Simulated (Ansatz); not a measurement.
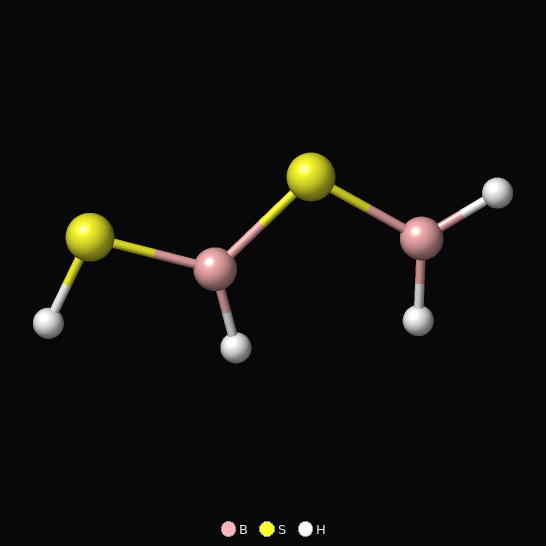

The computed structure is the end point of a PBE0-D4/def2-TZVP optimisation.

Give the structural formula.

SMILES: BSBS

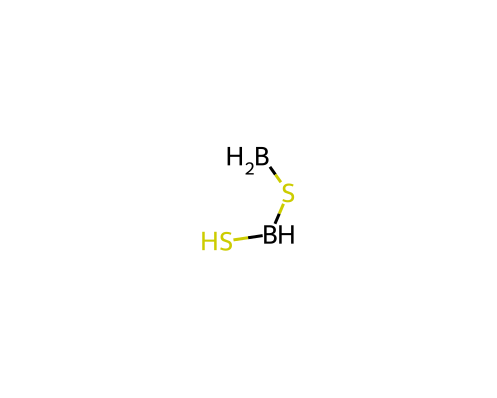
